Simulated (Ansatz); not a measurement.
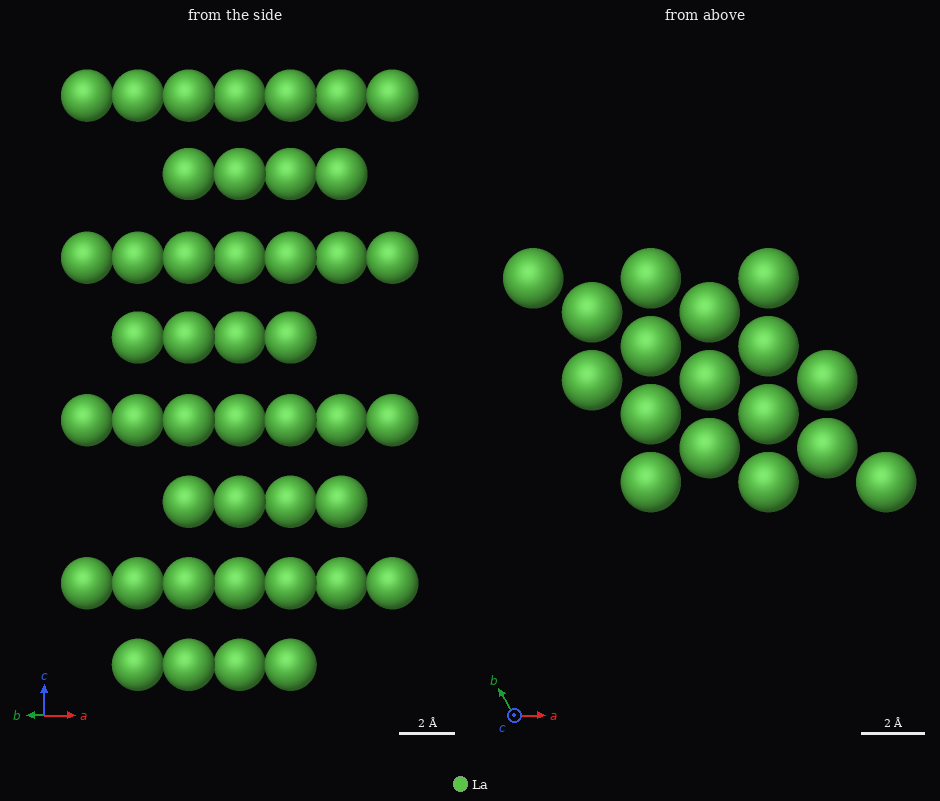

A spheres-only picture of a periodic slab, seen from the side and from above. The surface normal points up in side views; the vacuum is left out. 2×2 cells are drawn in the plane, with atoms at the edges repeated.

The cell holds 8 La. The slab was cut from bulk La (P6_3/mmc).

Q: Read the thickness off the scale bar.

A: About 21 Å from the lowest to the highest atom.

Q: What is the stacking of atomic planes, top to bottom?

A: Eight planes: La / La / La / La / La / La / La / La.

Q: Index the surface.

A: (0 0 1).

Setup: DFT PBE, scalar-relativistic, plane waves, PAW in Ansatz 0.2.0; wavefunction cutoff 420 eV, 9×9×1 k-points, Gaussian smearing of 0.1 eV, no spin polarisation.

Q: How much energy takes an electron from the Fermi level to the vacuum on each side?

A: 3.15 eV at the top and 3.08 eV at the bottom.

The cell started as a structure type filled with this element by a generator (whether the element takes this form wasn't checked); a slab was cut from it. The atoms were relaxed in a fixed cell with DFT PBE, scalar-relativistic, plane waves, PAW (Ansatz), but for four held in place.
